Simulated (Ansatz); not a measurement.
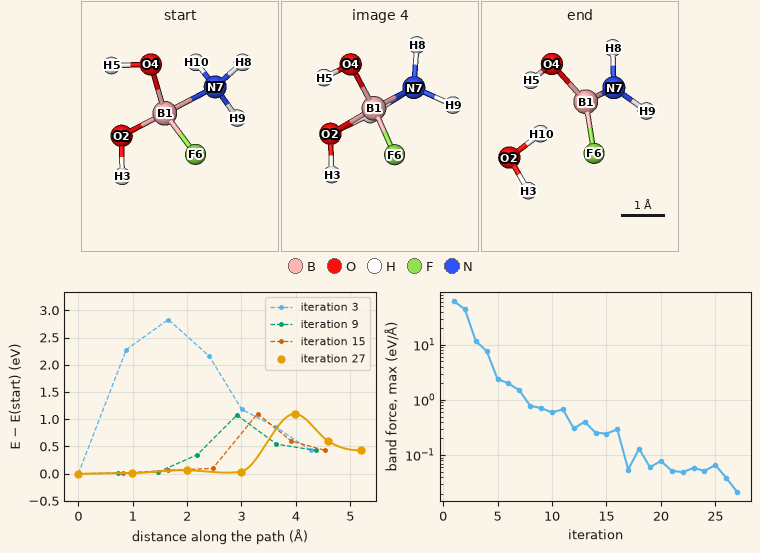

A nudged-elastic-band calculation for BNH₅O₂F. Images are numbered from 0 (start) to 6 (end). The plot follows the band through its iterations. A ball-and-stick model, seen at a tilt.

Theory: RKS B3LYP-D4/def2-SVP in Ansatz. Settings: 5 movable images; climbing image; force threshold 0.03 eV/Å; iteration limit 60; starting path through a guess of the saddle point.

Did the band converge, and can the barrier be trusted?

The run is converged, with reservations. The band converged in 27 iterations. The largest component of the band force went from 62 to 0.021 eV/Å. The climbing image converged on the top of the path. Its vibrational analysis gives one imaginary mode (1244i cm⁻¹), as a transition state must have. The first iteration put the highest image at 13.68 eV. The energy climbs by 1.10 eV to image 4 and then falls by 0.67 eV, so the end point sits at +0.43 eV.

Cost: 4.6 min on 2 threads of Arm Neoverse V1, with other jobs on the host, peak memory 0.17 GiB.
